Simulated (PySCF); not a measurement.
SMILES C=C[SiH2]c1ccccc1 (C₈H₁₀Si) at its GFN2-xTB optimised geometry (Å):

```
19

C      0.2884     2.4291     2.6723
C      1.0192     2.9225     1.6846
Si     1.3318     2.0658     0.0339
C      0.4023     0.4235     0.0026
C      1.0714    -0.7960     0.0019
C      0.3796    -1.9941     0.0000
C     -1.0048    -1.9941     0.0000
C     -1.6898    -0.7903     0.0000
C     -0.9901     0.4024     0.0003
H      0.1331     2.9549     3.6030
H     -0.1934     1.4669     2.5925
H      1.4790     3.8945     1.8226
H      0.8461     2.9304    -1.0523
H      2.7708     1.8201    -0.1307
H      2.1525    -0.8061     0.0027
H      0.9197    -2.9304    -0.0010
H     -1.5483    -2.9281    -0.0005
H     -2.7708    -0.7837    -0.0001
H     -1.5325     1.3381    -0.0002
```

Calculation: B3LYP/def2-SVP in PySCF.

Map of the LUMO amplitude (bohr^(-3/2)) on the plane z = 1.2 Å; orbital energy -0.60 eV, overall sign arbitrary:

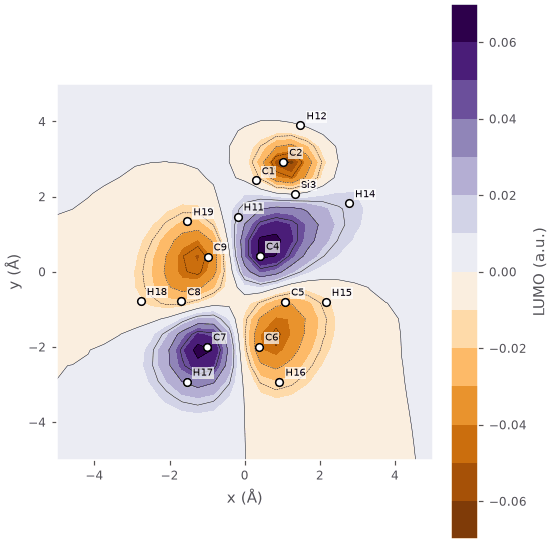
Figure. LUMO amplitude (bohr^(-3/2)) on the plane z = 1.2 Å.
